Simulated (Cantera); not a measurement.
A closed system holds: 1 mol C3H6, 49 mol H2, equilibrated at 300000 Pa.

Method: chemical equilibrium by Gibbs-energy minimisation in Cantera with the NASA 1993 tables (ideal gas, pure condensed phases). Candidate condensed phases: C, C6H6, C7H8, C8H18; 76 gas species. The numbers say what is thermodynamically allowed, not how fast it happens.

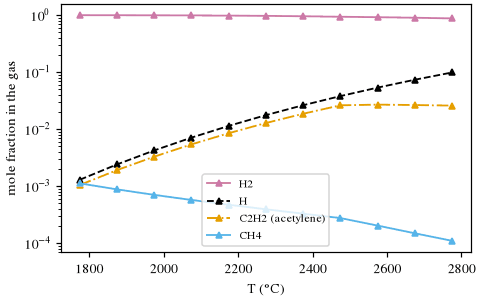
Equilibrium gas composition (values under 1e-9 drawn at 1e-9)

From 1775 °C to 2475 °C the condensed part is C(graphite). From 2575 °C to 2775 °C nothing is condensed. The main C-bearing gas is C2H2 (acetylene) throughout.
